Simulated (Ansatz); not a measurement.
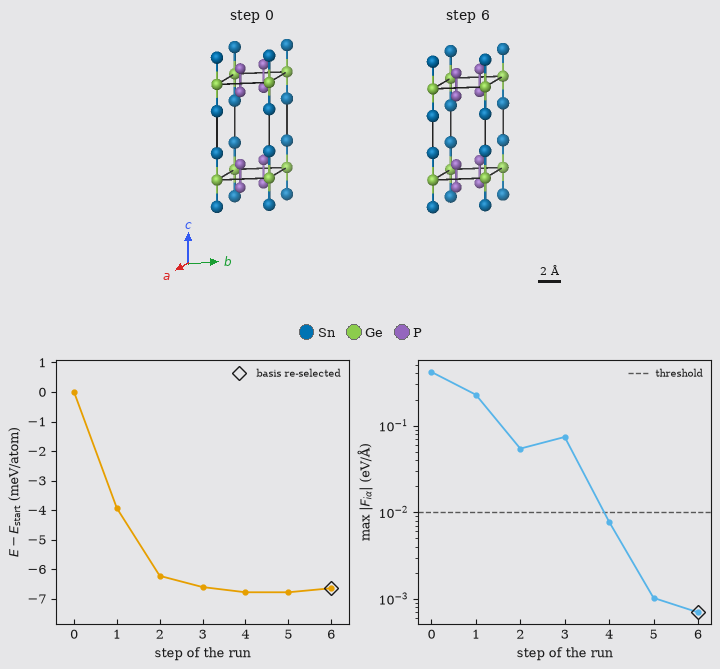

First and last geometry of a relaxation of crystalline Sn$_{2}$GeP$_{4}$ (a generated structure, set up in P6/mmm), with the history of the run. Style: ball-and-stick. Shown: the cell of the calculation, slightly off an axis.

Method: DFT PBE, scalar-relativistic, plane waves, PAW in Ansatz 0.2.0.

The input:
```yaml
crystal:
  lattice:
    - [4.9548905937, 0.0, 0.0]
    - [-2.4774452969, 4.2910611272, 0.0]
    - [0.0, 0.0, 9.1257940446]
  atoms:
    - { symbol: Sn, position: [0.0, 0.0, 0.2802006283] }
    - { symbol: Sn, position: [0.0, 0.0, 0.7197993717] }
    - { symbol: Ge, position: [0.0, 0.0, 0.0] }
    - { symbol: P, position: [0.3333333333, 0.6666666667, 0.8776205874] }
    - { symbol: P, position: [0.6666666667, 0.3333333333, 0.8776205874] }
    - { symbol: P, position: [0.6666666667, 0.3333333333, 0.1223794126] }
    - { symbol: P, position: [0.3333333333, 0.6666666667, 0.1223794126] }
basis:
  ecutwfc: 420
kpoints:
  mp_grid: { grid: [12, 12, 4] }
hamiltonian:
  xc: pbe
scf:
  occupations: { method: gaussian, width: 0.1 }
output:
  forces: true
  stress: true
  eigenvalues: true
  write_density: true
  write_potential: true
  elf: true
  volumetric_format: npy
relax:
  adjacent_minimum: "off"
  f_tol: 0.01
  max_steps: 80
  cell: { stress_tol: 0.05 }
```

Run as
```bash
ansatz run input.yaml --threads 1 --pin off --max-ram 2560MiB --backend cpu --events-out ev --progress --plain --runs-dir out
```

Did the run converge, and what did it change?

Answer. It converged. The largest moves relative to the cell, 0.15 Å, are those of Sn1 and Sn2. Sn2 goes along −c. Largest moves by element: Sn 0.15 Å, P 0.03 Å. Ge stays in place. Cell: a = b 4.955 → 4.965 Å (+0.2 %), c 9.126 → 8.707 Å (−4.6 %). Volume −4.2 %. Near-neighbour distances that change, for instance: P4–P7 2.234 → 2.182 Å, Sn1–Ge3 2.557 → 2.591 Å. The space group stays P6/mmm (No. 191). Over 5 accepted moves (6 points after the start) the energy falls by 6.6 meV per atom. The largest force component goes from 0.42 to 0.0007 eV/Å. Pressure: −0.08 GPa at the start and −0.01 GPa at the end. The SCF was repeated once at an unchanged geometry on a basis and grid sized afresh for the cell, which shifted the energy by 0.1 meV per atom at most.

Limits of the set-up: layers or molecules are held without a dispersion correction, so their spacing is unreliable.
